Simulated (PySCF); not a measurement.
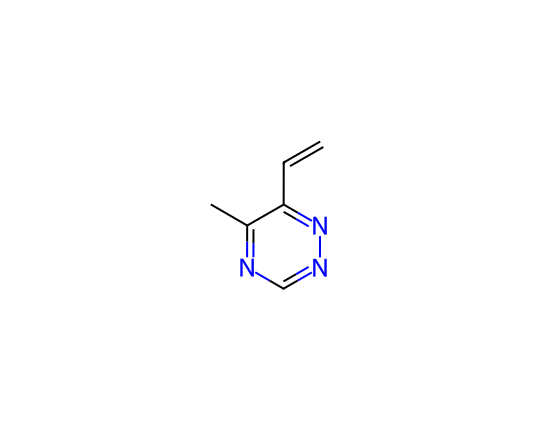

The computed structure is the end point of a GFN2-xTB optimisation. No frequency run is at hand to confirm it as a minimum. Properties computed with ωB97X-D/def2-SVPD, gas phase (PySCF 2.14.0). Excitations: vertical, linear response.

What does the calculation give?

The species is C₆H₇N₃ (`C=Cc1nncnc1C`).
- dipole moment: 3.28 D
- HOMO energy (Kohn–Sham orbital): −8.64 eV
- LUMO energy (Kohn–Sham orbital): −0.39 eV
- HOMO–LUMO gap: 8.25 eV
- mean static polarisability: 92.1 bohr³
- lowest vertical singlet excitation: 3.10 eV
- its oscillator strength: 0.003
- brightest of the 8 lowest singlets: 5.60 eV
- its oscillator strength: 0.33
